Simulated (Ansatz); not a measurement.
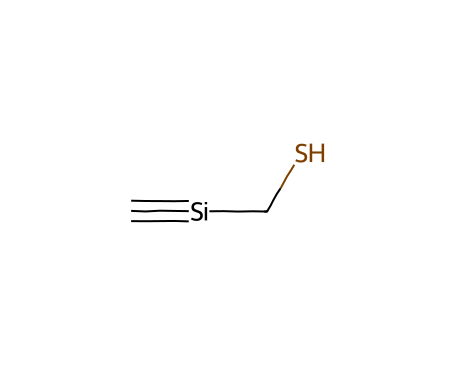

A structural formula.

Question: Transcribe the drawing into SMILES.

Answer: C#[Si]CS

Question: Give the formula, hydrogens included.

Answer: C2H4SSi.

Question: An optimisation with PBE0-D4/def2-TZVP gave a structure of which point group?

Answer: C1.

The parts below concern this one geometry. Atoms keep their numbers from picture to picture. Computed geometry: PBE0-D4/def2-TZVP optimisation. No frequency run is at hand to confirm it as a minimum.

**Geometry**

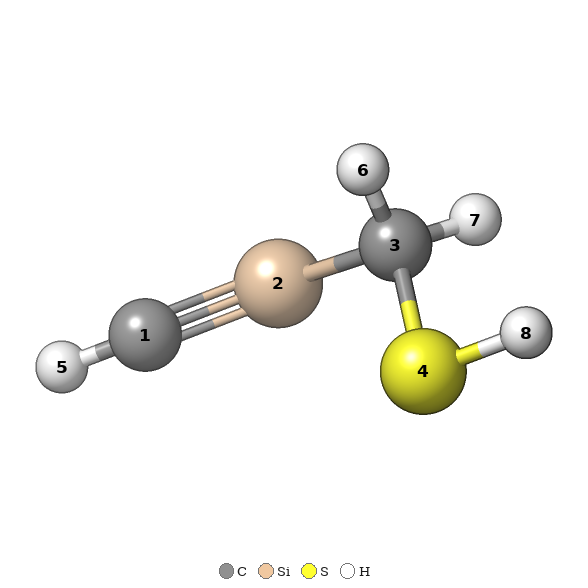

The atoms are numbered. No frequency run is at hand to confirm it as a minimum.

Which atoms are bonded, and how long are the bonds?

```csv
bond,length (Å),order
C1–Si2,1.635,triple
C1–H5,1.078,single
Si2–C3,1.887,single
C3–S4,1.809,single
C3–H6,1.092,single
C3–H7,1.090,single
S4–H8,1.346,single
```

**Dipole moment**

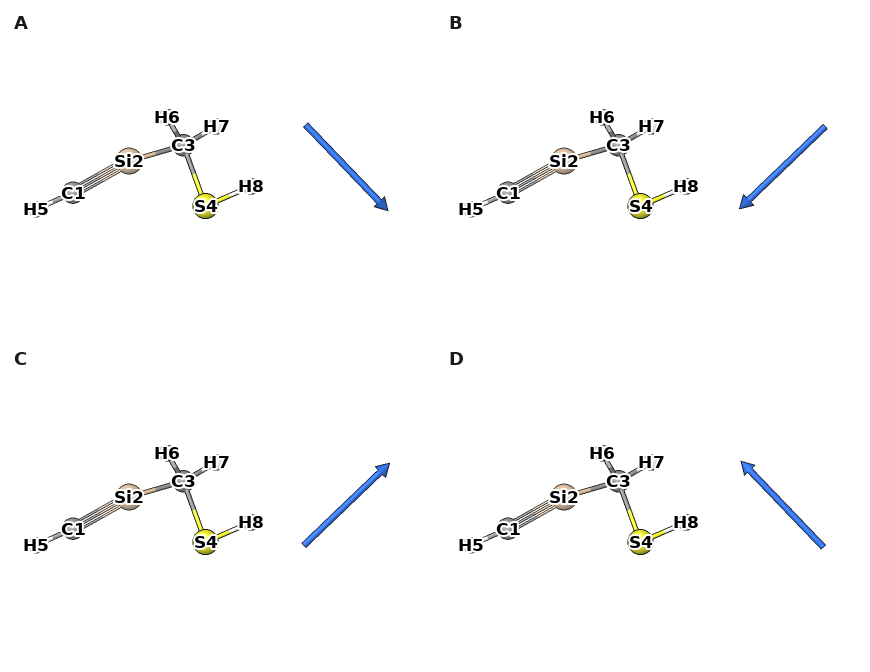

The same molecule four times, each with an arrow. No frequency run is at hand to confirm it as a minimum. Properties computed with RKS PBE0-D4/def2-TZVP (Ansatz 0.2.0).

Question: Which arrow points along the dipole moment, from the negative to the positive end?

Answer: C. The dipole moment is 2.84 D; it points from the side of H5 to the side of H7 (the outermost atoms at the two ends).

**Charges**

The questions are on Mulliken charges. No frequency run is at hand to confirm it as a minimum. Properties computed with RKS PBE0-D4/def2-TZVP (Ansatz 0.2.0).

List the Mulliken charges.

```
atom  value (e)
  C1      −0.29
 Si2       0.11
  C3      −0.29
  S4      −0.17
  H5       0.17
  H6       0.17
  H7       0.16
  H8       0.15
```

**Electronic properties**

No frequency run is at hand to confirm it as a minimum. Properties computed with RKS PBE0-D4/def2-TZVPP (Ansatz 0.2.0).

Question: Estimate the HOMO energy (Kohn–Sham orbital).

Answer: −6.58 eV.

Question: What is the dispersion correction?

Answer: −16.1 kJ/mol.

Question: What is the HOMO–LUMO gap?

Answer: 3.68 eV.

Mulliken values depend strongly on the basis set and can even reverse the polarity of a bond.
